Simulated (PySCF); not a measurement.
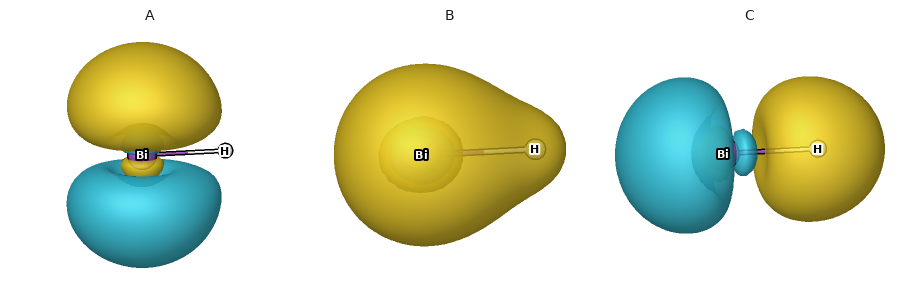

The picture shows: BiH (triplet). Three frontier β-spin orbitals, each drawn at the value that holds 80 % of its norm (yellow and cyan are the two phases), in no order; of a degenerate pair one member is drawn.

Core potentials replace the inner electrons of Bi.

These are results of PBE0/cc-pVTZ(-PP), non-relativistic Hamiltonian with scalar-relativistic core potentials where named, at a bond length of 1.801 Å in PySCF 2.14.0, not measurements.

Label each orbital by symmetry, say whether it is occupied, and order them by energy.

Orbital B: σ, occupied in this spin, −15.32 eV; mainly on Bi (90 %).
Orbital C: σ, occupied in this spin, −8.26 eV; shared between the atoms (Bi 60 %, H 40 %).
Orbital A: π, empty in this spin, −2.69 eV; almost wholly on Bi.
